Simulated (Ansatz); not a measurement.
# NH3O (triplet): correlated methods under varied settings at distance O1–H3 along a hydrogen transfer = 1.186 Å

What do other methods and options give for NH3O (triplet) at this geometry, and how long do they take?

Program: Ansatz 0.2.0, Gaussian basis. Level of theory: the settings change from run to run. These are calculated values, not measurements.

5 further runs of the same task are left out: 5 that didn't finish.

**1. What is computed**

The geometry derives from fragments relaxed apart (PBE0/def2-TZVP) and kept rigid, so it is no stationary point. A hydrogen atom is moved between rigid fragments.

5 atoms, charge 0, spin multiplicity 3.

Atoms are counted from 1 here; the program's logs count them from 0.

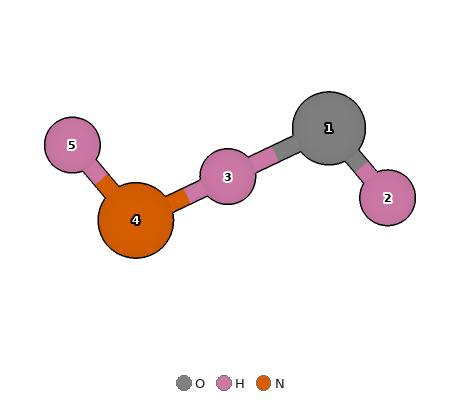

The structure; oxygen grey, hydrogen pink, nitrogen orange; atoms are numbered from 1 in the order of the file.

**2. CCSDT(Q)/B/STO-3G**

Input file in.yaml:

```yaml
crystal:
  periodic: [false, false, false]
  atoms:
    - {symbol: O, position_ang: [-1.065958, 0.002370, 0.000000]}
    - {symbol: H, position_ang: [-1.315267, 0.928945, 0.000000]}
    - {symbol: H, position_ang: [0.120042, 0.002370, 0.000000]}
    - {symbol: N, position_ang: [1.198042, 0.002370, 0.000000]}
    - {symbol: H, position_ang: [1.467124, -1.001857, 0.000000]}
basis:
  gaussian: {orbitals: STO-3G}
magnetization: {spin_polarized: true, initial_magnetization: 2}
hamiltonian: {xc: {name: PBE}}
correlation: {method: ccsdt_q_b, electrons: all}
```

Command:

```bash
> ansatz run in.yaml --threads 1 --pin off --events-out ev --progress --plain --max-ram 2393MiB
```

The program printed, cut to the lines that bear on the results:

```text
Functional definition: PBE
  name "PBE"
  cite "Perdew, Burke & Ernzerhof, Phys. Rev. Lett. 77, 3865 (1996) doi:10.1103/PhysRevLett.77.3865"
  parent pbe
[...]
200 factors; integrals over basis functions are off by at most 4.7e-8 eV
[...]
mean field -3527.94265979 eV, -129.6495014218 hartree, gradient 2.8e-6 eV, S^2 2.004085; 6 other end points of the search recorded, 0 dependent functions left out
reference -3513.43740147 eV, -129.1164430106 hartree; 10, 8 occupied and 3, 5 virtual orbitals, 200 factors
second order -2.34721201 eV of doubles, -0.72242553 eV of singles
cycle   1  -3.08488556 eV  change   -3.9e-1 eV  update   7.3e-2
[...]
cycle  19  -3.63021626 eV  change   -4.0e-7 eV  update   7.6e-7
perturbative correction -0.00184039 eV, -0.0000676332 hartree
WARN: these amplitudes may be one of several solutions (largest doubles amplitude 0.09, level shift 3.73 eV)
Total energy: -3517.06945813 eV, -129.2499186309 hartree
```

It took 4 s on 1 thread of Arm Neoverse V1, shared host.

From the report: ⟨S²⟩ of the determinant 2.004 (pure triplet: 2.00); correlation -3.6321 eV; T1 0.049; largest double amplitude 0.09. The orbitals are Kohn-Sham ones, so correlation energy and T1 don't compare with those on Hartree-Fock orbitals. The report flags that the cluster equations may have other roots.

**3. HF/cc-pVDZ**

Changes to in.yaml since step 2:

```diff
@@ -9,5 +9,6 @@
 basis:
-  gaussian: {orbitals: STO-3G}
+  gaussian: {orbitals: cc-pVDZ}
 magnetization: {spin_polarized: true, initial_magnetization: 2}
-hamiltonian: {xc: {name: PBE}}
-correlation: {method: ccsdt_q_b, electrons: all}
+hamiltonian: {xc: hf}
+scf: {lower_state_search: off}
+output: {forces: true, orbitals: {seedname: orbitals}}
```

Same command.

The program printed, cut to the lines that bear on the results:

```text
Functional definition: HF
  name "HF"
  cite "Fock, Z. Phys. 61, 126 (1930) doi:10.1007/BF01340294"
  parent pbe
[...]
397 factors; integrals over basis functions are off by at most 1.4e-3 eV
[...]
mean field -3562.56495560 eV, -130.9218473249 hartree, gradient 4.2e-6 eV, S^2 2.042428; 0 other end points of the search recorded, 0 dependent functions left out
[...]
reference -3562.56495560 eV, -130.9218473249 hartree; 10, 8 occupied and 33, 35 virtual orbitals, 397 factors
Total energy: -3562.56495560 eV, -130.9218473249 hartree
Atom 0 at    -1.065958     0.002370     0.000000 Å, force    -2.586511    -0.239232     0.000000 eV/Å
Atom 1 at    -1.315267     0.928945     0.000000 Å, force     0.532558    -0.132805    -0.000000 eV/Å
Atom 2 at     0.120042     0.002370     0.000000 Å, force    -0.499680    -0.029260    -0.000000 eV/Å
Atom 3 at     1.198042     0.002370     0.000000 Å, force     3.142158    -0.258444    -0.000000 eV/Å
Atom 4 at     1.467124    -1.001857     0.000000 Å, force    -0.588525     0.659740     0.000000 eV/Å
Dipole moment:    -0.075195     0.018645    -0.000000 e Å
Checks for a lower state left out: stability, starts, cluster_reference, orbital_swaps, neighbouring_geometries, increment
```

It took 0.24 s on 1 thread of Arm Neoverse V1, shared host.

From the report: ⟨S²⟩ of the determinant 2.042 (pure triplet: 2.00).

**4. BCCD on UHF/6-31G***

Changes to in.yaml since step 3:

```diff
@@ -9,6 +9,5 @@
 basis:
-  gaussian: {orbitals: cc-pVDZ}
+  gaussian: {orbitals: "6-31G*"}
 magnetization: {spin_polarized: true, initial_magnetization: 2}
-hamiltonian: {xc: hf}
+correlation: {method: bccd, electrons: valence}
 scf: {lower_state_search: off}
-output: {forces: true, orbitals: {seedname: orbitals}}
```

The command is unchanged.

The program printed, cut to the lines that bear on the results:

```text
Functional definition: HF
  name "HF"
  cite "Fock, Z. Phys. 61, 126 (1930) doi:10.1007/BF01340294"
  parent pbe
[...]
357 factors; integrals over basis functions are off by at most 8.3e-4 eV
[...]
mean field -3561.90229847 eV, -130.8974951248 hartree, gradient 2.2e-6 eV, S^2 2.043930; 0 other end points of the search recorded, 0 dependent functions left out
2 core orbitals not correlated: weight in the atoms' cores, before any rotation towards them, 1.000 or more for the frozen orbitals, at most 0.000 for the correlated occupied ones
reference -3561.90229847 eV, -130.8974951248 hartree; 8, 6 occupied and 26, 28 virtual orbitals, 357 factors
second order -8.10649805 eV of doubles, -0.00000000 eV of singles
cycle   1  -8.62165541 eV  change   -5.2e-1 eV  update   7.0e-2
[...]
cycle  15  -8.95084866 eV  change    5.2e-6 eV  update   2.5e-6
Total energy: -3570.85314713 eV, -131.2264327459 hartree
Checks for a lower state left out: stability, starts, cluster_reference, orbital_swaps, neighbouring_geometries, increment
```

It took 0.84 s on 1 thread of Arm Neoverse V1, shared host.

From the report: ⟨S²⟩ of the determinant 2.044 (pure triplet: 2.00); correlation -8.9508 eV; largest double amplitude 0.04.

**5. HF/cc-pVDZ**

Changes to in.yaml since step 4:

```diff
@@ -9,5 +9,6 @@
 basis:
-  gaussian: {orbitals: "6-31G*"}
+  gaussian: {orbitals: cc-pVDZ, point_charges: [{charge: 1.00, position_ang: [4.658, -0.203, 0.457]}]}
 magnetization: {spin_polarized: true, initial_magnetization: 2}
-correlation: {method: bccd, electrons: valence}
+hamiltonian: {xc: hf}
 scf: {lower_state_search: off}
+output: {forces: true, orbitals: {seedname: orbitals}}
```

Same command.

The program printed, cut to the lines that bear on the results:

```text
Functional definition: HF
  name "HF"
  cite "Fock, Z. Phys. 61, 126 (1930) doi:10.1007/BF01340294"
  parent pbe
[...]
397 factors; integrals over basis functions are off by at most 1.4e-3 eV
[...]
mean field -3562.81199571 eV, -130.9309258818 hartree, gradient 2.8e-6 eV, S^2 2.034224; 0 other end points of the search recorded, 0 dependent functions left out
[...]
reference -3562.81199571 eV, -130.9309258818 hartree; 10, 8 occupied and 33, 35 virtual orbitals, 397 factors
Total energy: -3562.81199571 eV, -130.9309258818 hartree
Atom 0 at    -1.065958     0.002370     0.000000 Å, force    -3.523430    -0.061084     0.010029 eV/Å
Atom 1 at    -1.315267     0.928945     0.000000 Å, force     0.193642     0.003907    -0.011117 eV/Å
Atom 2 at     0.120042     0.002370     0.000000 Å, force     1.865582    -0.382879    -0.030171 eV/Å
Atom 3 at     1.198042     0.002370     0.000000 Å, force     2.567091    -0.232004     0.125197 eV/Å
Atom 4 at     1.467124    -1.001857     0.000000 Å, force    -0.910364     0.543219    -0.062451 eV/Å
Dipole moment:    -0.409659     0.051191    -0.009441 e Å
Checks for a lower state left out: stability, starts, cluster_reference, orbital_swaps, neighbouring_geometries, increment
```

Run time: 0.24 s. Hardware: 1 thread of Arm Neoverse V1, shared host.

From the report: ⟨S²⟩ of the determinant 2.034 (pure triplet: 2.00).

**6. BCCD(T)/cc-pVDZ**

Changes to in.yaml since step 5:

```diff
@@ -9,6 +9,5 @@
 basis:
-  gaussian: {orbitals: cc-pVDZ, point_charges: [{charge: 1.00, position_ang: [4.658, -0.203, 0.457]}]}
+  gaussian: {orbitals: cc-pVDZ}
 magnetization: {spin_polarized: true, initial_magnetization: 2}
-hamiltonian: {xc: hf}
-scf: {lower_state_search: off}
-output: {forces: true, orbitals: {seedname: orbitals}}
+hamiltonian: {xc: {name: B3LYP}, pseudopotentials: {relativity: none}}
+correlation: {method: bccd_t, electrons: all}
```

Same command.

The program printed, cut to the lines that bear on the results:

```text
Functional definition: B3LYP
  name "B3LYP"
  cite "Stephens, Devlin, Chabalowski & Frisch, J. Phys. Chem. 98, 11623 (1994) doi:10.1021/j100096a001"
  cite "Becke, Phys. Rev. A 38, 3098 (1988) doi:10.1103/PhysRevA.38.3098"
  cite "Lee, Yang & Parr, Phys. Rev. B 37, 785 (1988) doi:10.1103/PhysRevB.37.785"
  cite "Vosko, Wilk & Nusair, Can. J. Phys. 58, 1200 (1980) doi:10.1139/p80-159"
[...]
397 factors; integrals over basis functions are off by at most 1.4e-3 eV
[...]
mean field -3581.43237747 eV, -131.6152122900 hartree, gradient 6.3e-6 eV, S^2 2.008774; 3 other end points of the search recorded, 0 dependent functions left out
reference -3561.98323993 eV, -130.9004696685 hartree; 10, 8 occupied and 33, 35 virtual orbitals, 397 factors
second order -9.60443078 eV of doubles, -0.36653553 eV of singles
cycle   1  -9.95557839 eV  change    1.5e-2 eV  update   7.6e-2
[...]
cycle  13  -10.27156256 eV  change   -1.4e-5 eV  update   1.2e-5
perturbative correction -0.22355804 eV, -0.0082156063 hartree
Total energy: -3572.47836053 eV, -131.2861582367 hartree
```

It took 3.5 s on 1 thread of Arm Neoverse V1, shared host.

From the report: ⟨S²⟩ of the determinant 2.009 (pure triplet: 2.00); correlation -10.4951 eV; largest double amplitude 0.04.

**7. NEVPT2(8,5)/def2-SVP**

Changes to in.yaml since step 6:

```diff
@@ -9,5 +9,4 @@
 basis:
-  gaussian: {orbitals: cc-pVDZ}
-magnetization: {spin_polarized: true, initial_magnetization: 2}
-hamiltonian: {xc: {name: B3LYP}, pseudopotentials: {relativity: none}}
-correlation: {method: bccd_t, electrons: all}
+  gaussian: {orbitals: def2-SVP}
+magnetization: {spin_polarized: false, initial_magnetization: 2}
+correlation: {method: sc_nevpt2, electrons: valence, active_space: {window: {electrons: 8, orbitals: 5}, states: [{multiplicity: 3, weights: [1, 1]}]}}
```

Same command.

The program printed, cut to the lines that bear on the results:

```text
Functional definition: HF
  name "HF"
  cite "Fock, Z. Phys. 61, 126 (1930) doi:10.1007/BF01340294"
  parent pbe
[...]
761 factors; integrals over basis functions are off by at most 2.5e-7 eV
[...]
mean field -3558.83809261 eV, -130.7848876363 hartree, gradient 8.8e-7 eV, S^2 2.000000; 10 other end points of the search recorded, 0 dependent functions left out
reference -3558.83809261 eV, -130.7848876363 hartree; 10, 8 occupied and 33, 35 virtual orbitals, 761 factors
state -3558.77688206 eV, -130.7826381901 hartree
state -3558.03168149 eV, -130.7552525743 hartree
state -3558.77688206 eV, -130.7826381901 hartree; corrected -3567.50915590 eV, -131.1035433349 hartree
state -3558.03168149 eV, -130.7552525743 hartree; corrected -3566.12076571 eV, -131.0525209364 hartree
WARN: 1 active orbitals are nearly empty or full. The corrections depend on them more than the energy does, and are more stable in an active space without them
Total energy: -3566.81496081 eV, -131.0780321356 hartree
```

It took 2.1 s on 1 thread of Arm Neoverse V1, shared host.

From the report: 12 determinants; active occupations (of the averaged states) 2.00, 2.00, 1.50, 1.50, 1.00. The report marks this result as in doubt.

**8. MP2 on UHF/6-31G***

Input file in.yaml:

```yaml
crystal:
  periodic: [false, false, false]
  atoms:
    - {symbol: O, position_ang: [-1.065958, 0.002370, 0.000000]}
    - {symbol: H, position_ang: [-1.315267, 0.928945, 0.000000]}
    - {symbol: H, position_ang: [0.120042, 0.002370, 0.000000]}
    - {symbol: N, position_ang: [1.198042, 0.002370, 0.000000]}
    - {symbol: H, position_ang: [1.467124, -1.001857, 0.000000]}
basis:
  gaussian: {orbitals: "6-31G*"}
magnetization: {spin_polarized: true, initial_magnetization: 2}
correlation: {method: mp2, electrons: all}
```

The command is unchanged.

The program printed:

```text
Functional definition: HF
  name "HF"
  cite "Fock, Z. Phys. 61, 126 (1930) doi:10.1007/BF01340294"
  parent pbe
  exchange = exact_x
  correlation = 0
357 factors; integrals over basis functions are off by at most 8.3e-4 eV
mean field evaluation 1: about -3559.5995 eV, gradient 2.1e1 eV
mean field evaluation 2: about -3559.6013 eV, gradient 2.1e1 eV
mean field evaluation 4: about -3561.6557 eV, gradient 2.9e0 eV
mean field evaluation 8: about -3561.8799 eV, gradient 5.3e-1 eV
mean field evaluation 16: about -3561.9023 eV, gradient 2.2e-6 eV
mean field evaluation 32: about -3560.8792 eV, gradient 1.7e-6 eV
mean field evaluation 64: about -3560.8792 eV, gradient 1.7e-2 eV
mean field -3561.90229847 eV, -130.8974951248 hartree, gradient 2.2e-6 eV, S^2 2.043930; 10 other end points of the search recorded, 0 dependent functions left out
reference -3561.90229847 eV, -130.8974951248 hartree; 10, 8 occupied and 26, 28 virtual orbitals, 357 factors
second order -8.25223505 eV of doubles, -0.00000000 eV of singles
Total energy: -3570.15453353 eV, -131.2007591695 hartree
```

It took 0.51 s on 1 thread of Arm Neoverse V1, shared host.

From the report: ⟨S²⟩ of the determinant 2.044 (pure triplet: 2.00).

**9. CISD/def2-SVPD**

Changes to in.yaml since step 8:

```diff
@@ -9,4 +9,4 @@
 basis:
-  gaussian: {orbitals: "6-31G*"}
-magnetization: {spin_polarized: true, initial_magnetization: 2}
-correlation: {method: mp2, electrons: all}
+  gaussian: {orbitals: def2-SVPD, point_charges: [{charge: -0.50, position_ang: [5.892, 0.986, -0.239]}]}
+magnetization: {spin_polarized: false, initial_magnetization: 2}
+correlation: {active_space: {ras: {orbitals: [8, 2, 57], electrons: 18, max_holes: 2, max_particles: 2}, fixed_orbitals: true}}
```

Same command.

The program printed:

```text
Functional definition: HF
  name "HF"
  cite "Fock, Z. Phys. 61, 126 (1930) doi:10.1007/BF01340294"
  parent pbe
  exchange = exact_x
  correlation = 0
652 factors; integrals over basis functions are off by at most 1.3e-3 eV
mean field evaluation 1: about -3556.5339 eV, gradient 3.4e1 eV
mean field evaluation 2: about -3556.5471 eV, gradient 3.4e1 eV
mean field evaluation 4: about -3558.9350 eV, gradient 7.6e0 eV
mean field evaluation 8: about -3559.1429 eV, gradient 5.5e-1 eV
mean field evaluation 16: about -3559.1470 eV, gradient 1.5e-6 eV
mean field evaluation 32: about -3559.1349 eV, gradient 1.3e-1 eV
mean field evaluation 64: about -3558.2991 eV, gradient 8.3e-1 eV
mean field -3559.14698772 eV, -130.7962393221 hartree, gradient 3.7e-6 eV, S^2 2.000000; 5 other end points of the search recorded, 0 dependent functions left out
reference -3559.14698772 eV, -130.7962393221 hartree; 10, 8 occupied and 57, 59 virtual orbitals, 652 factors
state -3569.10671103 eV, -131.1622524030 hartree
Total energy: -3569.10671103 eV, -131.1622524030 hartree
```

It took 74 s on 1 thread of Arm Neoverse V1, shared host; peak memory 0.49 GiB.

From the report: 1,759,633 determinants.

**10. All runs side by side**

Where basis and cores are those of an earlier UCCSDT(Q)/cc-pVDZ run (-3572.4174 eV), and the state is the same kind, the miss against it is given. † marks a result that the program doubts.

| level | correlated | functions | energy (eV) | from UCCSDT(Q) (meV) | time |
| --- | --- | --- | --- | --- | --- |
| CCSDT(Q)/B/STO-3G (on PBE orbitals) † | all | 13 | -3517.0695 |  | 4 s |
| HF/cc-pVDZ |  | 43 | -3562.5650 | 9852.4 | 0.24 s |
| BCCD on UHF/6-31G* | valence | 36 | -3570.8531 |  | 0.84 s |
| HF/cc-pVDZ (beside a point charge) |  | 43 | -3562.8120 |  | 0.24 s |
| BCCD(T)/cc-pVDZ (on B3LYP orbitals) | all | 43 | -3572.4784 |  | 3.5 s |
| NEVPT2(8,5)/def2-SVP (mean of several states) † | valence | 43 | -3566.8150 |  | 2.1 s |
| MP2 on UHF/6-31G* | all | 36 | -3570.1545 |  | 0.51 s |
| CISD/def2-SVPD (beside a point charge) | all | 67 | -3569.1067 |  | 74 s |

**11. Results**

| quantity | value |
| --- | --- |
| runs | 8 |
| quickest | HF/cc-pVDZ, 0.24 s |
| slowest | CISD/def2-SVPD (beside a point charge), 74 s |

What this shows: Total energies in different bases, with other cores or another treatment of relativity can't be set against each other. CISD/def2-SVPD (beside a point charge) took 306 times as long as HF/cc-pVDZ; the jobs differ in more than the method. Hartree-Fock, CASSCF and CASCI lack dynamic correlation by design.
